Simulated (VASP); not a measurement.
Band structure of BaF2 (fluorite). Method: optB88-vdW, VASP's PBE PAW potentials (set 64) (plane waves; VASP).

Unless said otherwise, spin-orbit coupling is left out, though it shifts the bands of the heavy elements here.

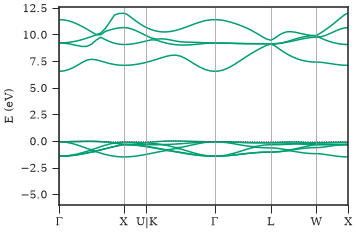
Bands along high-symmetry lines, zero at the valence-band maximum or, without a gap, the Fermi level

Q: Read the plot: is there a gap, and where are the band edges?

A: The gap is indirect, 6.54 eV, from the valence maximum at K-Γ at 0.43 to the conduction minimum at Γ. (Edges off the drawn lines would not show.)

Measured: gap 10.50 eV (computed value off by -3.96 eV), as given by Andrés Aguado et al., Journal of the Physical Society of Japan (1999), arXiv:cond-mat/9901145.

The compound is BaF2 in the fluorite structure. It was relaxed first.
